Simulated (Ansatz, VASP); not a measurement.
# Sn: VASP beside Ansatz

Wanted: the spread between two codes on one cell, functional and k mesh. The cell is taken from a series of VASP runs on this material, whose earlier steps may have relaxed, scaled or displaced it; both programs get it as it stands. Valence electrons are named where the data sets of a main pair hold unlike numbers.

Program: Ansatz 0.2.0. Level of theory: plane waves, with VASP 6.6.1 beside it; band structure at PBEsol. Results are calculated unless marked as measured.

## Step 1: The starting structure

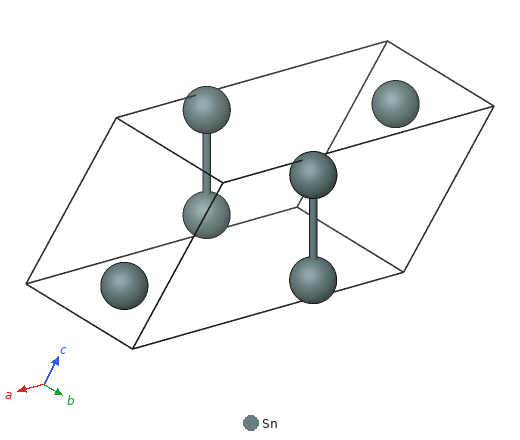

The starting structure, seen from a free direction (tin teal). This picture shows the conventional cell, with its axes. Bonds to atoms that aren't drawn are left out. Some periodic images of atoms are drawn too.

Structure file:

```xyz
2
Lattice="0.0000 3.2333 3.2333 3.2333 0.0000 3.2333 3.2333 3.2333 0.0000" Properties=species:S:1:pos:R:3 pbc="T T T"
Sn   -0.0019    0.0005    0.0036
Sn    1.6087    1.6289    1.6237
```

## Step 2: VASP: band structure, PBEsol

With cell and atoms fixed, the geometry can't cause a difference; cores, projectors, grids and the points listed under the comparison can.

Lines of VASP's logs that name or quote its potential files are left out, and so is its time.

File INCAR:

```
SYSTEM = Sn
PREC = Accurate
ENCUT = 400
EDIFF = 1E-06
NELM = 100
ISMEAR = -1
SIGMA = 0.05
LREAL = .FALSE.
ALGO = Normal
GGA = PS
NBANDS = 26
LORBIT = 11
LWAVE = .FALSE.
LCHARG = .FALSE.
KPAR = 2
```

File POSCAR:

```
Sn
1.0
    0.0000000000      3.2333428000      3.2333428000
    3.2333428000      0.0000000000      3.2333428000
    3.2333428000      3.2333428000      0.0000000000
Sn
2
Direct
    0.0009310000      0.0001920000     -0.0007800000
    0.2542090000      0.2479520000      0.2495880000
```

File KPOINTS:

```
Automatic mesh
0
Gamma
10 10 10
0 0 0
```

File KPOINTS_OPT:

```
Line mode
16
Line-mode
Reciprocal
  0.00000000   0.00000000   0.00000000 GAMMA
  0.50000000   0.00000000   0.50000000 X

  0.50000000   0.00000000   0.50000000 X
  0.50000000   0.25000000   0.75000000 W

  0.50000000   0.25000000   0.75000000 W
  0.37500000   0.37500000   0.75000000 K

  0.37500000   0.37500000   0.75000000 K
  0.00000000   0.00000000   0.00000000 GAMMA

  0.00000000   0.00000000   0.00000000 GAMMA
  0.50000000   0.50000000   0.50000000 L

  0.50000000   0.50000000   0.50000000 L
  0.62500000   0.25000000   0.62500000 U

  0.62500000   0.25000000   0.62500000 U
  0.50000000   0.25000000   0.75000000 W

  0.50000000   0.25000000   0.75000000 W
  0.50000000   0.50000000   0.50000000 L

  0.50000000   0.50000000   0.50000000 L
  0.37500000   0.37500000   0.75000000 K

  0.62500000   0.25000000   0.62500000 U
  0.50000000   0.00000000   0.50000000 X
```

The projector-augmented-wave data sets are Sn_d (PBE family, release 64).

Command:

```
> mpirun -np 2 vasp_std
```

Numbers of over 12 decimals in the logs are rounded to 6 here.

The program printed:

```text
[banner, memory and clock lines left out]
running    2 mpi-ranks, on    1 nodes
 distrk:  each k-point on    1 cores,    2 groups
 distr:  one band on    1 cores,    1 groups

 POSCAR found type information on POSCAR Sn
 POSCAR found :  1 types and       2 ions
|                                                                             |
|               ----> ADVICE to this user running VASP <----                  |
|                                                                             |
|     You enforced a specific xc type in the INCAR file but a different       |
|     [... a line on the potential file left out ...]
|     I HOPE YOU KNOW WHAT YOU ARE DOING!                                     |
|                                                                             |

 LDA part: xc-table for (Slater+PW92), standard interpolation
 POSCAR, INCAR and KPOINTS ok, starting setup
 FFT: planning ... GRIDC
 FFT: planning ... GRID_SOFT
 FFT: planning ... GRID
 WAVECAR not read
 entering main loop
       N       E                     dE             d eps       ncg     rms          rms(c)
DAV:   1     0.222946959978E+03    0.22295E+03   -0.11800E+04 27614   0.133E+03
DAV:   2     0.191519462294E+02   -0.20380E+03   -0.19693E+03 26728   0.363E+02
DAV:   3    -0.763459450817E+01   -0.26787E+02   -0.26617E+02 30938   0.116E+02
DAV:   4    -0.853019238464E+01   -0.89560E+00   -0.89496E+00 30432   0.240E+01
DAV:   5    -0.856112466711E+01   -0.30932E-01   -0.30931E-01 38788   0.409E+00    0.333E+00
DAV:   6    -0.848656704602E+01    0.74558E-01   -0.34195E-02 36244   0.215E+00    0.189E+00
DAV:   7    -0.845092211987E+01    0.35645E-01   -0.45923E-02 36000   0.207E+00    0.167E-01
DAV:   8    -0.845186177569E+01   -0.93966E-03   -0.65704E-03 30744   0.741E-01    0.553E-02
DAV:   9    -0.845212343887E+01   -0.26166E-03   -0.38162E-04 29498   0.143E-01    0.143E-02
DAV:  10    -0.845213133348E+01   -0.78946E-05   -0.22540E-05 35414   0.312E-02    0.638E-03
DAV:  11    -0.845213318776E+01   -0.18543E-05   -0.30784E-06 24706   0.113E-02    0.101E-03
DAV:  12    -0.845213301687E+01    0.17089E-06   -0.35467E-07 18902   0.758E-03
   1 F= -.84521330E+01 E0= -.84511699E+01  d E =-.192615E-02
 Start KPOINTS_OPT (optional k-point list driver)
k-point batch [1-160\160]
       N       E                     dE             ncg
DAV:   1     0.552356859423E+04   -0.11574E+06     8726
DAV:   2    -0.270136951492E+05   -0.32537E+05     8536
DAV:   3    -0.312279595055E+05   -0.42143E+04     9902
DAV:   4    -0.313668392904E+05   -0.13888E+03     9552
DAV:   5    -0.313717665324E+05   -0.49272E+01    12268
DAV:   6    -0.313718324858E+05   -0.65953E-01    10198
DAV:   7    -0.313718343890E+05   -0.19032E-02    12438
DAV:   8    -0.313718344053E+05   -0.16314E-04     7394
DAV:   9    -0.313718344076E+05   -0.22977E-05     6554
DAV:  10    -0.313718344084E+05   -0.79398E-06     5518
```

From OUTCAR (step 2):

```text
ion  position               nearest neighbor table
   1  0.001  0.000  0.999-   2 2.79   2 2.80   2 2.81   2 2.81
   2  0.254  0.248  0.250-   1 2.79   1 2.80   1 2.81   1 2.81

  LATTYP: Found a face centered cubic cell.
 ALAT       =     6.4666856000

 Subroutine GETGRP returns: Found  2 space group operations
 (whereof  1 operations were pure point group operations)

The static configuration has the point symmetry C_1 .
 The point group associated with its full space group is S_2 .

 Found    504 irreducible k-points:

   k-points           NKPTS =    504   k-points in BZ     NKDIM =    504   number of bands    NBANDS=     26

   dimension x,y,z NGX =    30 NGY =   30 NGZ =   30
   dimension x,y,z NGXF=    60 NGYF=   60 NGZF=   60

   ENCUT  =  400.0 eV  29.40 Ry    5.42 a.u.   7.46  7.46  7.46*2*pi/ulx,y,z

   NELECT =      28.0000    total number of electrons

 k-points in reciprocal lattice and weights: Automatic mesh
   0.00000000  0.00000000  0.00000000       0.001
   0.10000000  0.00000000  0.00000000       0.002
   0.00000000  0.10000000  0.00000000       0.002
   0.00000000  0.00000000  0.10000000       0.002
   0.10000000  0.10000000  0.10000000       0.002
   0.20000000  0.00000000  0.00000000       0.002
   0.00000000  0.20000000  0.00000000       0.002
   0.00000000  0.00000000  0.20000000       0.002
   0.20000000  0.20000000  0.20000000       0.002
[...]
-0.30000000  0.20000000  0.50000000       0.002
   0.20000000  0.50000000 -0.30000000       0.002

 average (electrostatic) potential at core
       1-101.2176       2-101.2176

 E-fermi :   5.5839

 k-point     1 :       0.0000    0.0000    0.0000
  band No.  band energies     occupation
    ...
      8     -15.6340      2.00000
      9     -15.6263      2.00000
     10     -15.6263      2.00000
     11      -5.1022      2.00000
     12       4.9820      1.99999
     13       5.6398      0.49318
     14       5.6966      0.19009
     15       5.7272      0.10784
     16       7.7191      0.00000
     17       7.7448      0.00000
    ...

 k-point     2 :       0.1000    0.0000    0.0000
  band No.  band energies     occupation
    ...
     10     -15.6102      2.00000
     11      -5.0036      2.00000
     12       3.7867      2.00000
     13       5.4911      1.72971
     14       5.5202      1.56320
     15       6.1772      0.00001
     16       7.9817      0.00000
     17       8.0074      0.00000
     18       8.1994      0.00000
     19      11.0030      0.00000
    ...

 k-point     3 :       0.0000    0.1000    0.0000
  band No.  band energies     occupation
    ...
     10     -15.6101      2.00000
     11      -5.0044      2.00000
     12       3.8257      2.00000
     13       5.4502      1.87109
     14       5.5025      1.67179
     15       6.1738      0.00002
     16       7.9920      0.00000
     17       8.0382      0.00000
     18       8.1812      0.00000
     19      10.9987      0.00000
    ...

  Total        0.6189152      0.6184282      0.6190151     -0.0333248      0.0591036     -0.1144355
  in kB       14.6675138     14.6559715     14.6698794     -0.7897548      1.4006814     -2.7119774
  external PRESSURE =      14.6644549 kB  Pullay stress =       0.0000000 kB

  energy-cutoff  :      400.00
  volume of cell :       67.61
      direct lattice vectors                 reciprocal lattice vectors
     0.000000000  3.233342800  3.233342800    -0.154638723  0.154638723  0.154638723
     3.233342800  0.000000000  3.233342800     0.154638723 -0.154638723  0.154638723
     3.233342800  3.233342800  0.000000000     0.154638723  0.154638723 -0.154638723

 POSITION                                       TOTAL-FORCE (eV/Angst)
 -----------------------------------------------------------------------------------
      3.23144      3.23383      0.00363        -0.047597      0.091304      0.027540
      1.60872      1.62895      1.62366         0.047597     -0.091304     -0.027540
 -----------------------------------------------------------------------------------
    total drift:                                0.000070     -0.000090     -0.000082

  FREE ENERGIE OF THE ION-ELECTRON SYSTEM (eV)
  ---------------------------------------------------
  free  energy   TOTEN  =        -8.4521330169 eV

  energy  without entropy=       -8.4502068635  energy(sigma->0) =       -8.45116994

 total charge
# of ion       s       p       d       tot
------------------------------------------
    1        1.161   1.224   9.972  12.357
    2        1.161   1.224   9.972  12.357
--------------------------------------------------
tot          2.322   2.448  19.944  24.714

[... 3 further parts left out ...]
```

Spin-orbit coupling is off here; with elements this heavy it splits and shifts levels by tenths of an eV or more. The PAW data sets were made with PBE, which is usual practice but a small mismatch for other functionals.

## Step 3: Ansatz: band structure, PBEsol

Ansatz runs on its default PAW (the set named soft_2) files.

The same cell, functional, mesh and smearing now go to Ansatz, which takes its cutoff from its data sets.

File input.yaml:

```yaml
crystal:
  lattice:
    - [0.0, 3.2333428, 3.2333428]
    - [3.2333428, 0.0, 3.2333428]
    - [3.2333428, 3.2333428, 0.0]
  atoms:
    - { symbol: Sn, position: [0.000931, 0.000192, -0.00078] }
    - { symbol: Sn, position: [0.254209, 0.247952, 0.249588] }
hamiltonian:
  xc: pbesol
  pseudopotentials: { kind: paw }
kpoints:
  mp_grid: { grid: [10, 10, 10] }
  band_path:
    path:
      - [0.0, 0.0, 0.0]
      - [0.16667, 0.0, 0.16667]
      - [0.33333, 0.0, 0.33333]
      - [0.5, 0.0, 0.5]
      - [0.5, 0.08333, 0.58333]
      - [0.5, 0.18333, 0.68333]
      - [0.5, 0.25, 0.75]
      - [0.45, 0.3, 0.75]
      - [0.40833, 0.34167, 0.75]
      - [0.35, 0.35, 0.7]
      - [0.225, 0.225, 0.45]
      - [0.075, 0.075, 0.15]
      - [0.03333, 0.03333, 0.03333]
      - [0.23333, 0.23333, 0.23333]
      - [0.4, 0.4, 0.4]
      - [0.51667, 0.46667, 0.51667]
      - [0.55833, 0.38333, 0.55833]
      - [0.60833, 0.28333, 0.60833]
      - [0.60833, 0.25, 0.64167]
      - [0.55833, 0.25, 0.69167]
      - [0.51667, 0.25, 0.73333]
      - [0.5, 0.3, 0.7]
      - [0.5, 0.38333, 0.61667]
      - [0.5, 0.48333, 0.51667]
      - [0.475, 0.475, 0.55]
      - [0.425, 0.425, 0.65]
      - [0.38333, 0.38333, 0.73333]
      - [0.59167, 0.18333, 0.59167]
      - [0.55, 0.1, 0.55]
      - [0.5, 0.0, 0.5]
    npoints: 1
scf:
  occupations: { method: fermi_dirac, width: 0.05 }
  n_extra_bands: 7
output:
  forces: true
  stress: true
  eigenvalues: true
```

Command:

```
> ansatz run input.yaml --threads 2 --pin off --max-ram 4608MiB --backend cpu --events-out ev --progress --plain --runs-dir out
```

The program printed:

```text
scf.n_extra_bands = 7 over 14 filled bands (N_el = 28.0): the run solves 21 bands
Engine: ansatz 0.2.0, aarch64-unknown-linux-gnu
Pseudopotentials: kind: paw
Pseudopotential: Sn, paw, valence charge 14, recommended cutoff 420 eV (normal), Sn.paw.azcp
Functional definition: PBEsol
  exchange = pbesol_x
  correlation = pbesol_c
Crystal: 2 atoms, lattice volume = 67.606 Å³
Basis set: ecut = 420 eV, 1363 PW (Γ), exchange–correlation on 64×64×64 points (8 copies of the dense FFT grid, shifted against one another)
Bands: 21, of which v1, the nominal top of the filled ones, is band 14 counted from 1 (13 counted from 0)
Symmetry: 2 space group operations
Space group: P-1 (ITA 2), of the structure as read, at distance tolerance 4.1e-5 Å
k-points: 504 of 1000
Non-local potential: Sn, projectors of the file, l = 0: 2, l = 1: 2, l = 2: 2, l = 3: 2
PAW form: soft (Blöchl's): semilocal exchange-correlation on the pseudo side does not see the compensation charge
PAW frozen core: Sn, regenerated for the run's functional, and the local potential with it (the file was generated under x = pbe(κ = 0.804, μ = 0.219515), c = pbe(β = 0.066725))
PAW one-centre angular grid: Sn, 590 points (default); XC on 64 Gauss nodes
Initial density: superposition of atomic densities (neutral atoms: chi_scale 0, normalization atom), corrected by the library's trained network
Initial wavefunctions: pseudopotential atomic-orbital guess
Functional: x = pbesol(κ = 0.804, μ = 0.123457), c = pbesol(β = 0.046)
SCF iter   1: F=—  HF=-11899.496987 eV  |F-HF|=—  |Δ(HF+E_count)|=         —  Δρ=2.36e-3  dr2=3.73e-3  ethr=1.77e-3  ⟨swp⟩=6.4  Hψ=58076  notcnv=0  defer=22
preconditioner: auto → Kerker (q_TF=auto, 2.356 Å⁻¹)  [metal: Δε(μ)=0.023 eV  Ē_g=22.044 eV  σ=0.050 eV  W_gap=0.11  n_scr=14 (ndim 8)  ℏωp=23.9 eV  f_vac=0.091  D(μ)=0.24/eV (n_scr^D=0)]
SCF iter   2: F=—  HF=-11899.494476 eV  |F-HF|=—  |Δ(HF+E_count)|=   2.51e-3  Δρ=1.56e-3  dr2=1.99e-3  ethr=1.33e-5  ⟨swp⟩=1.5  Hψ=15558  notcnv=0  defer=252
SCF iter   3: F=—  HF=-11899.494403 eV  |F-HF|=—  |Δ(HF+E_count)|=   7.29e-5  Δρ=8.16e-4  dr2=3.44e-4  ethr=7.10e-6  ⟨swp⟩=2.0  Hψ=16677  notcnv=0  defer=252
SCF iter   4: F=—  HF=-11899.494342 eV  |F-HF|=—  |Δ(HF+E_count)|=   6.05e-5  Δρ=4.16e-4  dr2=1.98e-4  ethr=1.23e-6  ⟨swp⟩=2.0  Hψ=16671  notcnv=0  defer=252
SCF iter   5: F=—  HF=-11899.494347 eV  |F-HF|=—  |Δ(HF+E_count)|=   4.63e-6  Δρ=2.10e-4  dr2=4.98e-5  ethr=7.06e-7  ⟨swp⟩=2.9  Hψ=16963  notcnv=0  defer=252
SCF iter   6: F=—  HF=-11899.494355 eV  |F-HF|=—  |Δ(HF+E_count)|=   7.56e-6  Δρ=5.86e-5  dr2=3.63e-6  ethr=1.78e-7  ⟨swp⟩=2.0  Hψ=11645  notcnv=0  defer=252
SCF iter   7: F=-11899.494356 eV  HF=-11899.494356 eV  |F-HF|=2.84e-8  |Δ(HF+E_count)|=   1.04e-6  Δρ=8.40e-6  dr2=6.42e-8  ethr=3.57e-10  ⟨swp⟩=8.2  Hψ=62856  notcnv=0
SCF 1 converged in 7 iterations: F = -11899.494356 eV  dr2 = 6.42e-8
  greatest PAW one-centre occupation: 0.991 electrons in one spin orbital (limit 2), on the Sn atom at site 1 (counted from 0), in its partial waves of l = 2
NSCF: frozen V_eff on 30 k-points
SCF converged after 7 iterations
Free energy (F): -11899.494356 eV
Harris-Foulkes:  -11899.494356 eV  (|F-HF|=2.84e-8)
Internal energy: -11899.492431 eV  (E = F + TS)
E sigma→0 (E₀):  -11899.493393 eV
Entropy (-TS):   -0.001925 eV (-0.963 meV/atom)
Fermi energy:    7.794204 eV
--- Per-component energies (eV) ---
  E_band       = -247.955670
  E_kinetic    = 375.944064
  E_local      = -2291.455081  (includes V_loc(G=0)·N_el)
  E_nonlocal   = -60.311505
  E_hartree    = 1317.725396
  E_xc         = -757.713230
  E_vxc        = -193.138770  (∫ρ·V_xc dr)
  E_paw        = -8133.245534  (= ΣΔE_a)
  E_vpaw       = -714.459581  (= ΣTr[D̂ρ^β])
  E_aug_tail   = -0.000001  (compensation charges beyond the density's cutoff)
  E_ewald      = -2351.006219
  E_core_change = 0.569680  (= ΣΔE_core)
  E_smearing   = -0.001925  (= −TS)
  E_closure    = -0.000000  (closes the sum)
  Σ components = -11899.494356   (vs F -11899.494356, Δ=0.00e0)
--- Forces (eV/Å), atoms counted from 1 ---
  atom   1  Sn    -0.04752438     0.09119407     0.02750504
  atom   2  Sn     0.04752438    -0.09119407    -0.02750504
  max |Σ_I F_I| component: 0.00e0 eV/Å
--- Stress (GPa, compression-positive) ---
        1.537309      -0.079888      -0.272284
       -0.079888       1.536265       0.140817
       -0.272284       0.140817       1.537564
  P = ⅓ Tr σ = 1.5370 GPa (15.370 kbar)
--- Band table (eV; the first three rows and the last of 504) ---
  k-point 0: bands = [... 10 lower, -2.8909, 7.1927, 7.8500, 7.9067, 7.9372, 9.9292, 9.9548, 10.0027, ... 3 higher]
  k-point 1: bands = [... 10 lower, -2.7927, 6.0176, 7.6678, 7.7330, 8.3862, 10.1867, 10.2427, 10.4013, ... 3 higher]
  k-point 2: bands = [... 10 lower, -2.5042, 4.4791, 7.2878, 7.3470, 8.2810, 10.6543, 10.7192, 11.6012, ... 3 higher]
  k-point 503: bands = [... 10 lower, -1.2498, 1.4697, 6.6468, 6.7015, 7.7590, 10.9840, 11.0617, 13.3227, ... 3 higher]
```

The job ended after 27 s (2 threads of Arm Neoverse V1, shared host; peak memory 0.73 GiB).

## Step 4: Side by side

Known differences besides the potentials themselves: the cutoff is 420 eV in Ansatz and 400 eV in VASP; Ansatz makes its cores anew for this functional, VASP keeps those of its PBE data sets; VASP leaves aspherical gradient terms in its spheres out (LASPH is not set), Ansatz keeps them. Total energies have different zeros and are not compared.

The two programs side by side:

```tsv
quantity	Ansatz	VASP	difference
pressure (GPa)	1.54	1.47	+0.07
```

Forces (eV/Å; atoms numbered as in POSCAR):

```tsv
atom	Ansatz x, y, z	VASP x, y, z
Sn1	-0.048, 0.091, 0.028	-0.048, 0.091, 0.028
Sn2	0.048, -0.091, -0.028	0.048, -0.091, -0.028
```

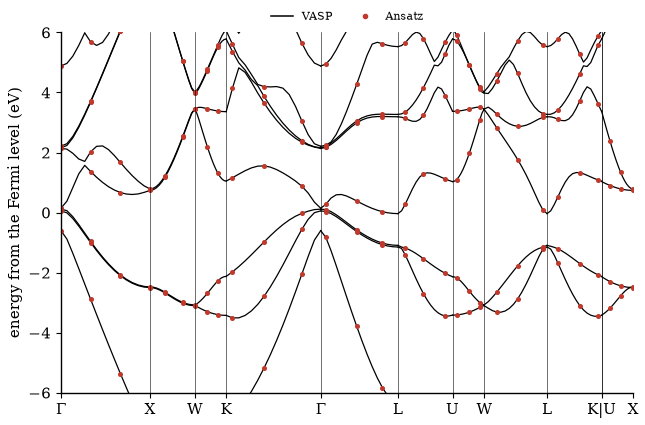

Bands from VASP (lines) and levels from Ansatz (dots). Dots without a line are higher empty bands that the VASP plot leaves out.

The forces differ by 0.1 meV/Å r.m.s., which is 0.1 % of the r.m.s. force of 0.062 eV/Å (both taken over all components). Levels from 3 eV below to 2 eV above the Fermi level differ by 0 meV r.m.s. and 1 meV at most; each VASP level is matched to the nearest of Ansatz, which flatters the figure a little. Ansatz's pressure holds a Pulay correction of 0.03 GPa; VASP's holds none.

## Step 5: Results

```json
{
 "r.m.s. difference of levels near the Fermi level (band structure, PBEsol)": "0.24 meV"
}
```

**Reading.** The r.m.s. difference of levels near the Fermi level is 0.24 meV (band structure, PBEsol), within the 80 meV picked in this series as the mark of a large difference. How closely two codes agree says nothing of how well the functional describes the real material.

[Lines on the potential files, build, host, timing and source positions are cut from VASP's logs without a mark.]

[Logs are printed without paths, hosts, clocks, repeated set-up lines and the standing remarks that a program may print on its own settings, such as how far it seeks lower states.]

[Hosts, paths, dates, database ids (printed as entryN), source tags and the programs' standing remarks are cut or masked in the printed files.]
